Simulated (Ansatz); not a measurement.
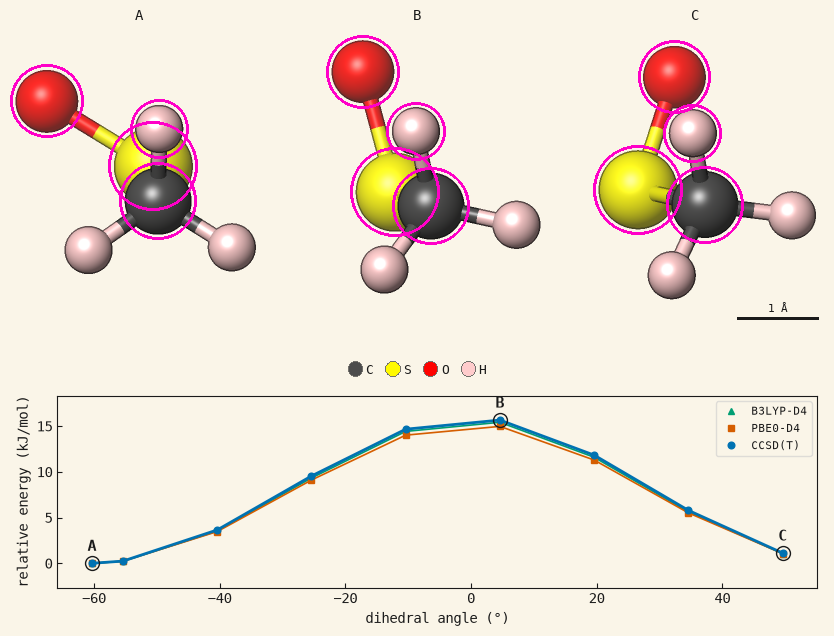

A scan of CH3OS (charge −1): one H–C–S–O dihedral angle is varied, with all other coordinates relaxed. The lettered frames are marked on the plot, at the values of CCSD(T). A ball-and-stick model, seen almost along the central bond, with a slight tilt. The ringed atoms are those of the scanned coordinate.

Levels of theory: CCSD(T), PBE0-D4, B3LYP-D4 (def2-TZVPPD, Ansatz), on geometries relaxed under the constraint at PBE0-D4/def2-TZVPD. Coupled cluster with a frozen core. Energies are counted from the PBE0-D4/def2-TZVPD minimum geometry at the same level.

> What does the scan show?

With CCSD(T): of the computed points the lowest is at the dihedral −60.3°, 0.0 kJ/mol. A local maximum lies at 4.6° (15.7 kJ/mol). The highest point, at 4.6°, lies 15.7 kJ/mol above the lowest and gives the barrier to rotation to within the spacing of the points. At 4.6° the levels give PBE0-D4 15.0 kJ/mol, B3LYP-D4 15.4 kJ/mol, CCSD(T) 15.7 kJ/mol. Closest to CCSD(T) there is B3LYP-D4.
